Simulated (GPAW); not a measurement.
Consider zinc-blende (GaP)1-x(InP)x, x = 0.75.

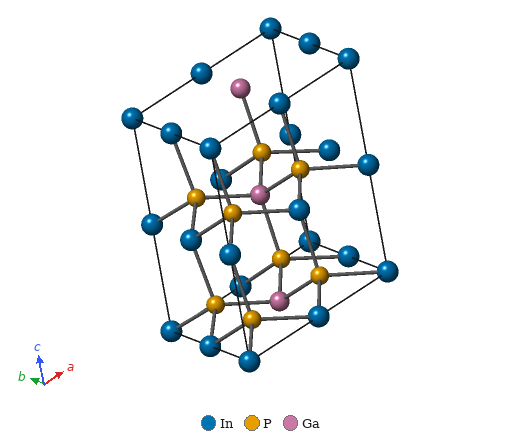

The structure (indium blue, phosphorus orange, gallium pink). Bonds to atoms that aren't drawn are left out. Some periodic images of atoms are drawn too.

```cif
data_structure
_symmetry_space_group_name_H-M 'P 1'
_symmetry_Int_Tables_number 1
_cell_length_a 8.1522
_cell_length_b 8.1522
_cell_length_c 8.1522
_cell_angle_alpha 60.000
_cell_angle_beta 60.000
_cell_angle_gamma 60.000
_cell_volume 383.10
loop_
_atom_site_label
_atom_site_type_symbol
_atom_site_fract_x
_atom_site_fract_y
_atom_site_fract_z
_atom_site_occupancy
In1 In 0.99956 0.00175 0.99978 1
P2 P 0.12495 0.12534 0.12611 1
In3 In 0.00003 0.99866 0.50123 1
P4 P 0.12468 0.12545 0.62480 1
In5 In 0.99852 0.50089 0.00103 1
P6 P 0.13887 0.62232 0.11919 1
In7 In 0.00037 0.50122 0.49853 1
P8 P 0.13918 0.61960 0.62105 1
In9 In 0.50042 0.00184 0.99952 1
P10 P 0.62027 0.14048 0.12117 1
In11 In 0.50005 0.99990 0.50087 1
P12 P 0.62050 0.14026 0.61997 1
Ga13 Ga 0.49932 0.50074 0.00052 1
P14 P 0.61478 0.61801 0.13413 1
Ga15 Ga 0.49946 0.50069 0.50031 1
P16 P 0.61615 0.61632 0.63412 1
```

Absorber: atom 6, with 1 Ga at 2.40 Å and 3 In at 2.53 Å (distorted tetrahedral). Method: GPAW, LDA, excited-electron core hole (neutral cell), 16-atom cell with 8.2 Å between holes, 4×4×4 k points, dipole transitions, Gaussian full width 0.9 eV up to 4 eV, rising linearly to 3.5 eV at 25 eV.

Q: Predict the near-edge structure at the P K edge.

Main maxima up to 24 eV above the zero (height): 2.0 eV (1.71), 4.0 eV (2.15), 6.5 eV (1.55) and 13.3 eV (1.04). A K edge sees empty p states on the absorber. The total-energy difference is 2146.94 eV. One term is added: -15.84 eV, since the hole is spin-paired here and a spin-polarised one costs that much less in the free atom (computed apart). The photon energy is then 2131.10 eV. The functional leaves an error in such absolute values: in the free atom LDA prices this hole 8.5 eV below PBE (computed apart), and PBE is itself good to a few eV.

The P K spectrum (energy from the bottom of the conduction band, which holds the excited electron; intensity scaled to a mean of 1 over the first 20 eV):

| E (eV) | isotropic | ε ∥ x | ε ∥ z |
| --- | --- | --- | --- |
| -2.0 | 0.00 | 0.00 | 0.00 |
| -0.5 | 0.00 | 0.00 | 0.00 |
| 1.0 | 0.70 | 0.70 | 0.71 |
| 2.5 | 1.67 | 1.67 | 1.68 |
| 4.0 | 2.15 | 2.12 | 2.19 |
| 5.5 | 1.13 | 1.13 | 1.12 |
| 7.0 | 1.35 | 1.35 | 1.35 |
| 8.5 | 1.04 | 1.05 | 1.02 |
| 10.0 | 0.59 | 0.59 | 0.59 |
| 11.5 | 0.76 | 0.77 | 0.76 |
| 13.0 | 1.03 | 1.03 | 1.04 |
| 14.5 | 0.96 | 0.96 | 0.96 |
| 16.0 | 0.78 | 0.78 | 0.79 |
| 17.5 | 0.63 | 0.63 | 0.64 |
| 19.0 | 0.66 | 0.66 | 0.65 |
| 20.5 | 0.75 | 0.75 | 0.75 |
| 22.0 | 0.77 | 0.77 | 0.78 |
| 23.5 | 0.92 | 0.91 | 0.93 |
| 25.0 | 1.04 | 1.04 | 1.04 |
| 26.5 | 0.96 | 0.97 | 0.95 |
| 28.0 | 0.82 | 0.82 | 0.81 |

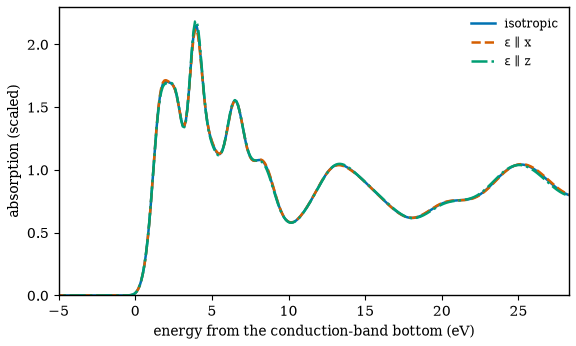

The P K edge.

The mesh is coarse (0.24 Å⁻¹ between points), so small maxima may be mesh ripples.

[Banner, clock and machine lines of the logs are left out without a mark of their own.]

[Logs are printed without paths, hosts, clocks, repeated set-up lines and the standing remarks that a program may print on its own settings, such as how far it seeks lower states.]

[Hosts, paths, dates, database ids (printed as entryN), source tags and the programs' standing remarks are cut or masked in the printed files.]

[Lists of maxima count a maximum above −3 eV only where it reaches 4 % of the highest in the window and stands out from its surroundings by 2 % of it (1.5 % where it reaches 55 %); shoulders and weaker maxima are passed over, and of the rest the first, up to two pre-edge ones and the few strongest are named.]
